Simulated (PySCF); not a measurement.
SMILES C[SiH2]/C=[CH]/[GeH3] at its GFN2-xTB optimised geometry (Å):

```
15

Si    -2.0937    -2.5054     2.9038
C     -3.9882    -2.4820     2.7666
C     -1.3761    -1.5559     1.4407
C     -0.5759    -0.4972     1.5251
Ge     0.1473     0.4673     0.0000
H     -1.6640    -1.8710     4.1558
H     -1.6087    -3.8921     2.8510
H     -4.4441    -3.0317     3.5847
H     -4.3234    -2.9371     1.8387
H     -4.3768    -1.4676     2.7939
H     -1.6440    -1.9056     0.4479
H     -0.2943    -0.1303     2.5055
H      1.6440     0.4673     0.0000
H     -0.2687     1.9056     0.0000
H     -0.3152    -0.1450    -1.2828
```

Computed with PBE0/def2-TZVP (PySCF 2.14.0). Cells within 0.4 Å of a nucleus heavier than hydrogen are left out (blank, or x).

Map of the electrostatic potential (hartree/e), clipped to [-0.08, 0.12] on the plane z = 1.5 Å:

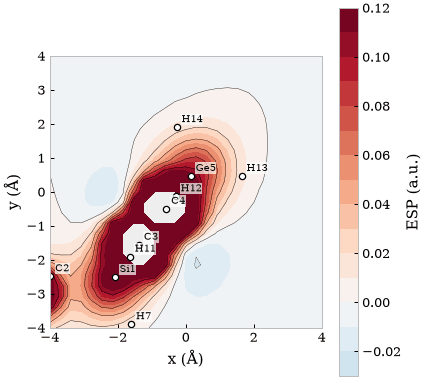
Electrostatic potential (hartree/e), clipped to [-0.08, 0.12] on the plane z = 1.5 Å.
